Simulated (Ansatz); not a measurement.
# BOF (fluoro(oxo)borane) at B3LYP/6-31G(d) (spherical functions)

Aim: the vertical singlet–triplet gap of BOF (fluoro(oxo)borane) at B3LYP/6-31G* (spherical functions), from 2 runs. 

Program for the calculation: Ansatz 0.2.0.

54 further runs of the same task are left out: 9 that didn't finish, 45 set aside as unsound or not needed.

### 1 The system as given

The species is BOF (3 atoms), meant as a singlet with charge 0. As SMILES, `O=BF`. Geometry: relaxed at PBE0-D4/def2-TZVP.

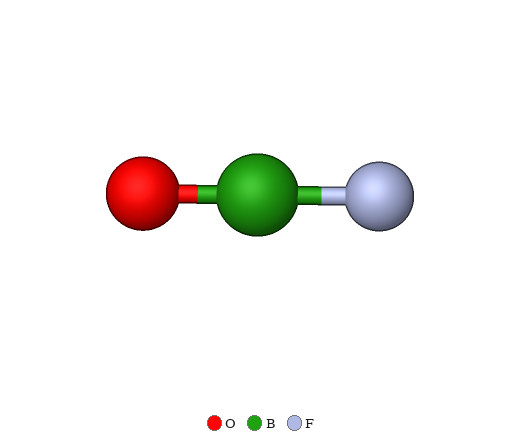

The structure, seen from a chosen angle (oxygen red, boron green, fluorine light blue).

### 2 The energy at B3LYP/6-31G(d) (spherical functions)

Input file job.yaml:

```yaml
crystal:
  periodic: [false, false, false]
  atoms:
    - symbol: O
      position_ang: [0.983100, -0.565100, 0.479900]
    - symbol: B
      position_ang: [0.020300, -0.011600, 0.009900]
    - symbol: F
      position_ang: [-1.003400, 0.576800, -0.489800]
basis:
  gaussian:
    orbitals: 6-31G_st_-spherical.json
accuracy: high
hamiltonian:
  xc: {name: B3LYP}
output: {orbitals: {seedname: orbitals}}
magnetization:
  spin_polarized: false
  initial_magnetization: 0
```

The basis set 6-31G* is read from a file made from the Basis Set Exchange's data (not shown).

Command:

```bash
ansatz run job.yaml --threads 1 --pin off --max-ram 3480MiB --events-out events.jsonl --progress --plain --runs-dir runs
```

The log of the run:

```text
Warning: RAYON_NUM_THREADS=1 ignored (pool sized by the plan → 1); use --threads N
Functional definition: B3LYP
  name "B3LYP"
  parameter a0 = 0.2
  parameter ax = 0.72
  parameter ac = 0.81
  exchange = (1 - a0 - ax)*slater_x + ax*b88_x + a0*exact_x
  correlation = (1 - ac)*vwn_rpa_c + ac*lyp_c
780 factors; integrals over basis functions are off by at most 3.3e-9 eV
mean field evaluation 1: about -5436.3707 eV, gradient 5.7e1 eV
mean field evaluation 2: about -5405.3365 eV, gradient 1.3e2 eV
mean field evaluation 4: about -5442.0840 eV, gradient 8.2e0 eV
mean field evaluation 8: about -5442.1830 eV, gradient 3.4e-2 eV
mean field evaluation 16: about -5442.1830 eV, gradient 8.4e-8 eV
mean field -5442.18303527 eV, -199.9965377019 hartree, gradient 8.4e-8 eV, S^2 0.000000; 0 other end points of the search recorded, 0 dependent functions left out
reference -5442.18305731 eV, -199.9965385119 hartree; 11, 11 occupied and 31, 31 virtual orbitals, 780 factors
Total energy: -5442.18305731 eV, -199.9965385119 hartree
```

It took 1.1 s on 1 thread of Arm Neoverse V2, shared host; peak memory 0.097 GiB.

### 3 The triplet at the same level

Input file input.yaml:

```yaml
crystal:
  periodic: [false, false, false]
  atoms:
    - {symbol: O, position_ang: [0.983100, -0.565100, 0.479900]}
    - {symbol: B, position_ang: [0.020300, -0.011600, 0.009900]}
    - {symbol: F, position_ang: [-1.003400, 0.576800, -0.489800]}
basis:
  gaussian:
    orbitals: 6-31G_st_-spherical.json
hamiltonian:
  xc: {name: B3LYP}
accuracy: high
output: {orbitals: {seedname: orbitals}}
magnetization:
  spin_polarized: true
  initial_magnetization: 2
```

The basis set 6-31G* is read from a file made from the Basis Set Exchange's data (not shown).

Command:

```bash
ansatz run input.yaml --threads 1 --pin off --max-ram 3480MiB --events-out events.jsonl --progress --plain --runs-dir runs
```

The log of the run, shortened:

```text
Warning: RAYON_NUM_THREADS=1 ignored (pool sized by the plan → 1); use --threads N
Functional definition: B3LYP
  name "B3LYP"
[...]
780 factors; integrals over basis functions are off by at most 3.3e-9 eV
[...]
mean field -5433.97350939 eV, -199.6948431904 hartree, gradient 1.3e-9 eV, S^2 2.001804; 8 other end points of the search recorded, 0 dependent functions left out
reference -5433.97353299 eV, -199.6948440578 hartree; 12, 10 occupied and 30, 32 virtual orbitals, 780 factors
Total energy: -5433.97353299 eV, -199.6948440578 hartree
```

It took 75 s on 1 thread of Arm Neoverse V2, shared host; peak memory 0.15 GiB.

### 4 Outcome

Level: B3LYP/6-31G* (spherical functions).

| quantity | value |
| --- | --- |
| singlet: total energy | -199.99654 Eh |
| singlet: HOMO energy | -9.56 eV |
| singlet: LUMO energy | 0.65 eV |
| singlet: HOMO–LUMO gap | 10.20 eV |
| triplet: total energy | -199.69484 Eh |
| triplet: HOMO energy (highest over α and β) | -2.02 eV |
| triplet: ⟨S²⟩ | 2.002 |
| vertical energy of the triplet above the singlet | 8.210 eV |

**Reading.** At this shape the triplet lies 8.21 eV (792 kJ/mol) above the singlet.
